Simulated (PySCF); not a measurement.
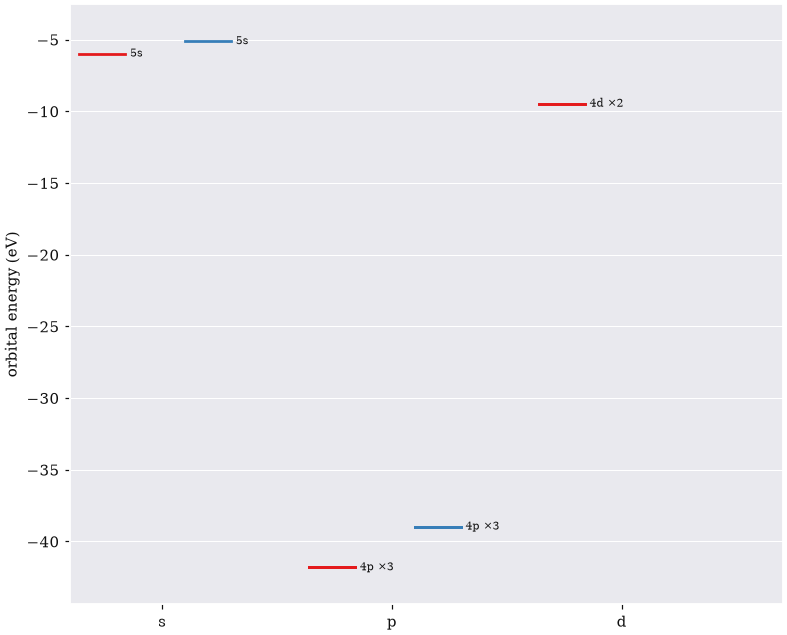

Fig. 1: Orbital energies of the mean field, from the top down to −41.8 eV, by angular momentum, α spin at the left of each column and β at the right; ×n counts the orbitals under one label. The highest filled orbital is 5s β at −5.11 eV, the lowest empty one d α at 1.47 eV.

## Atomic calculation, with input and output: Zr

Zr, configuration 1s2 2s2 2p6 3s2 3p6 3d10 4s2 4p6 4d2 5s2, multiplicity 3. Computed at this level: unrestricted HF, x2c-SVPall, non-relativistic, point nucleus (PySCF).

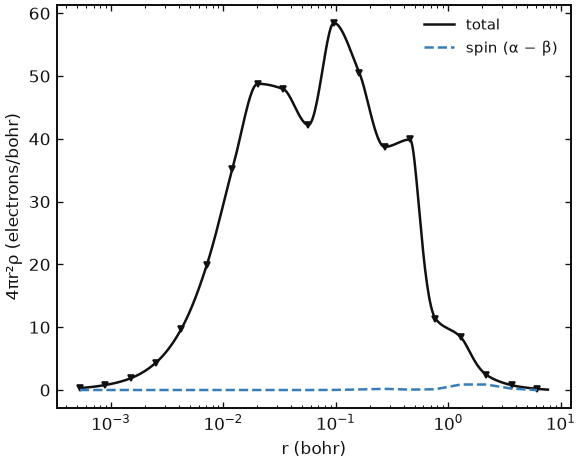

Fig. 2: Spherically averaged radial density 4πr²ρ of the mean field and its spin part; markers are the stored points, which are sparse, and the line is a monotone interpolation between them. The largest stored value is 58.5 electrons/bohr at r = 0.096 bohr. Root-mean-square radii of the shells: 3p 0.501, 3s 0.502, 4s 1.33, 4p 1.49, 4d 2.33, 5s 4.52 bohr.

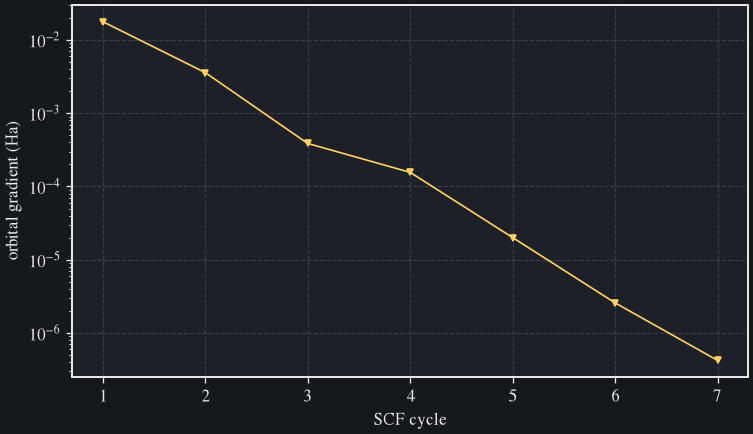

Fig. 3: Convergence: orbital gradient against the SCF cycle. The residual falls at every step. It goes from 0.018 to 4.2×10⁻⁷ in 7 steps.

These pictures come from the run below.

**Input file**
```python
from pyscf import gto, scf, dft, mp, cc
import basis_set_exchange as bse
mol = gto.M(atom="Zr 0 0 0", charge=0, spin=2, symmetry="D2h",
            basis=gto.basis.parse(bse.get_basis("x2c-SVPall", elements=["Zr"], fmt="nwchem", header=False)))
mf = scf.UHF(mol)
mf.irrep_nelec = {'Ag': (8, 7), 'B1g': (2, 1), 'B2g': (1, 1), 'B3g': (1, 1), 'B1u': (3, 3), 'B2u': (3, 3), 'B3u': (3, 3)}
mf.kernel()
```

The script is an equivalent of what the driver set up; the driver started from orbitals of its own, so the log can be shorter than this script's would be, and it computed the properties (radii, ⟨L²⟩, response) afterwards. It held the occupations shell by shell, which the script's counts by irreducible representation don't always enforce.

The run was one of a batch that the task file lists, launched with:
```bash
OMP_NUM_THREADS=1 python <driver script> TASK.json OUT
```

**The program's output (extracts)**
```
damping factor = 0
level_shift factor = 0
DIIS = <class 'pyscf.scf.diis.CDIIS'>
diis_start_cycle = 1
diis_space = 10
diis_damp = 0
SCF conv_tol = 1e-09
SCF conv_tol_grad = None
number electrons alpha = 21  beta = 19
cycle= 1 E= -3504.5521644028  delta_E= -0.00418  |g|= 0.0178  |ddm|= 0.0586
cycle= 2 E= -3504.55231640094  delta_E= -0.000152  |g|= 0.00359  |ddm|= 0.0114
cycle= 3 E= -3504.55232419679  delta_E= -7.8e-06  |g|= 0.000387  |ddm|= 0.00457
cycle= 4 E= -3504.55232444485  delta_E= -2.48e-07  |g|= 0.000156  |ddm|= 0.0016
cycle= 5 E= -3504.55232449959  delta_E= -5.47e-08  |g|= 2.01e-05  |ddm|= 0.00131
cycle= 6 E= -3504.5523245009  delta_E= -1.31e-09  |g|= 2.58e-06  |ddm|= 0.000283
cycle= 7 E= -3504.55232450091  delta_E= -1.41e-11  |g|= 4.23e-07  |ddm|= 2.86e-05
converged SCF energy = -3504.55232450091  <S^2> = 2.0166803  2S+1 = 3.0110997
```

**Outcome**

- outcome: converged
- total energy: −3504.5523 hartree
- kinetic energy: 3912.5106 hartree
- −E/T (1 by the virial theorem at the basis-set limit): 0.8957
- ⟨S²⟩: 2.017
- ⟨L²⟩: 12.04
- SCF iterations: 7
- hardware: 1 thread of Arm Neoverse V1, 23 GiB of memory available, shared host

**What is odd here**

One thing in this input was made odd on purpose: basis contracted for another Hamiltonian. The program ran to the end. Its numbers are those of this setting; this run alone doesn't show how far the oddity moves them. Relativity is left out, which matters for an atom this heavy.
